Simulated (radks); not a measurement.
**Atomic calculation, with input and output: Tb**

- system: a free Tb atom in the configuration [Xe] 4f9.25 6s1.75 (4f5/2: 6, 4f7/2: 3.25).
- method: Dirac Kohn-Sham, PBEsol, spin-unpolarised, spherical densities, point nucleus (the in-house radial solver radks)

**Results in brief**

| quantity | value |
| --- | --- |
| outcome | converged |
| total energy | −11714.9802 hartree |
| kinetic energy | 12813.2586 hartree |
| electron–nucleus energy | −28849.8394 hartree |
| Hartree energy | 4574.9578 hartree |
| exchange–correlation energy | −253.357149 hartree |
| radius at density 0.001 e/bohr³ | 5.12 bohr |
| SCF iterations | 16 |
| hardware | 1 CPU thread, shared host |

**Input**
```
Z 65
configuration [Xe] 4f9.25 6s1.75 5d0 6p0 7s0 5f0
relativity Dirac
functional pbe_sol,pbe_sol
spin unpolarised
j_filling energy
nucleus point
c 137.035999084
```

Energies in input and log are in hartree, lengths in bohr.

**Log**
```
1s1/2   1   2.0000       -1902.97774313
2s1/2   1   2.0000        -315.23395907
2p1/2   1   2.0000        -299.57488251
2p3/2   1   4.0000        -272.15370556
3s1/2   1   2.0000         -69.84332635
3p1/2   1   2.0000         -63.03575784
3p3/2   1   4.0000         -57.37590560
3d3/2   1   4.0000         -45.64616315
3d5/2   1   6.0000         -44.41089254
4s1/2   1   2.0000         -13.76484781
4p1/2   1   2.0000         -11.09954763
4p3/2   1   4.0000          -9.83817759
4d3/2   1   4.0000          -5.45059580
4d5/2   1   6.0000          -5.22299447
4f5/2   1   6.0000          -0.06717820
4f7/2   1   3.2500          -0.03904728
5s1/2   1   2.0000          -1.69772946
5p1/2   1   2.0000          -0.98673714
5p3/2   1   4.0000          -0.82818721
6s1/2   1   1.7500          -0.12758849
5d3/2   1   0.0000          -0.03705325
5d5/2   1   0.0000          -0.03131079
6p1/2   1   0.0000          -0.04370174
6p3/2   1   0.0000          -0.03661146
7s1/2   1   0.0000          -0.00277455
5f5/2   1   0.0000           0.00026520
5f7/2   1   0.0000           0.00026520
Etot -11714.980198908705
Ekin 12813.258605758012
Encl -28849.83942053886
Eh 4574.957764731675
Exc -253.35714885953
err 3.494719625914391e-09
it 16
```

**Orbitals**

| orbital | occupation | energy (eV) | ⟨r⟩ (bohr) | outer maximum (bohr) |
| --- | --- | --- | --- | --- |
| 1s | 2 | −51782.7 | 0.02151 | 0.0136 |
| 2s | 2 | −8578.0 | 0.09098 | 0.0777 |
| 2p1/2 | 2 | −8151.8 | 0.07591 | 0.0586 |
| 2p3/2 | 4 | −7405.7 | 0.08285 | 0.0645 |
| 3s | 2 | −1900.5 | 0.2390 | 0.220 |
| 3p1/2 | 2 | −1715.3 | 0.2287 | 0.207 |
| 3p3/2 | 4 | −1561.3 | 0.2419 | 0.220 |
| 3d3/2 | 4 | −1242.1 | 0.2141 | 0.174 |
| 3d5/2 | 6 | −1208.5 | 0.2182 | 0.178 |
| 4s | 2 | −374.561 | 0.5417 | 0.505 |
| 4p1/2 | 2 | −302.034 | 0.5530 | 0.509 |
| 4p3/2 | 4 | −267.710 | 0.5833 | 0.536 |
| 4d3/2 | 4 | −148.318 | 0.6183 | 0.542 |
| 4d5/2 | 6 | −142.125 | 0.6291 | 0.551 |
| 5s | 2 | −46.198 | 1.332 | 1.18 |
| 5p1/2 | 2 | −26.850 | 1.511 | 1.30 |
| 5p3/2 | 4 | −22.536 | 1.620 | 1.38 |
| 6s | 1.75 | −3.472 | 4.250 | 3.58 |
| 4f5/2 | 6 | −1.828 | 0.9270 | 0.554 |
| 6p1/2 | 0 | −1.189 | 5.846 | 4.76 |
| 4f7/2 | 3.25 | −1.063 | 0.9586 | 0.559 |
| 5d3/2 | 0 | −1.008 | 3.671 | 2.16 |
| 6p3/2 | 0 | −0.996 | 6.253 | 5.06 |
| 5d5/2 | 0 | −0.852 | 3.890 | 2.26 |

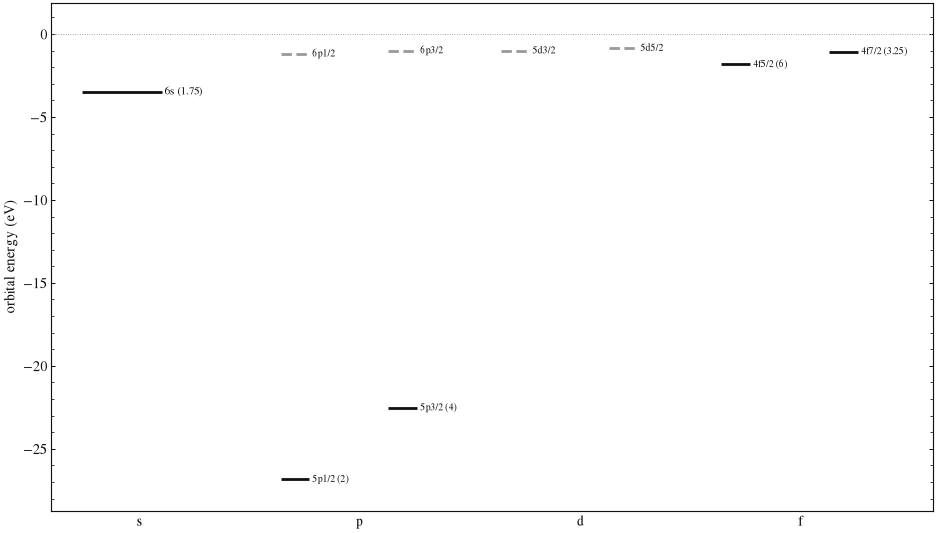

Figure 1. The outer levels are drawn (occupations in brackets, the lower j at the left of each column, empty levels dashed). The highest occupied level is 4f7/2 at −1.06 eV. The highest 3 occupied levels, from the top down, are 4f7/2 (−1.06 eV), 4f5/2 (−1.83 eV), 6s (−3.47 eV). The lowest empty level drawn is 6p1/2 at −1.19 eV, below the highest occupied one, so this filling isn't the aufbau one. Spin-orbit splittings: 5d 0.156 eV, 6p 0.193 eV, 4f 0.765 eV, 5p 4.31 eV. The order isn't aufbau: the empty 6p1/2 level lies under the highest occupied one.

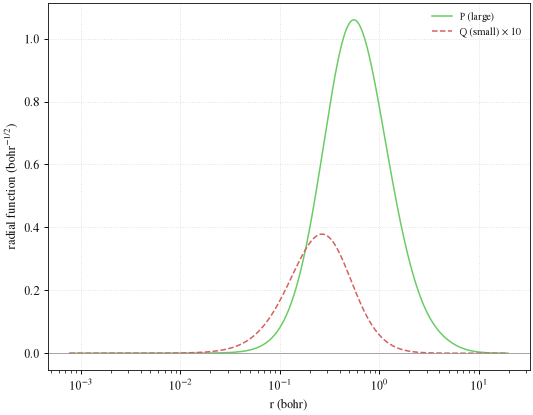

Figure 2. The large and small radial components of the 4f5/2 spinor. The spinor has κ = 3: the large component has l = 3 and 0 radial nodes, the small one has l = 2. The small component carries 0.053 % of the norm; ⟨r⟩ = 0.927 bohr and the eigenvalue is −1.83 eV.
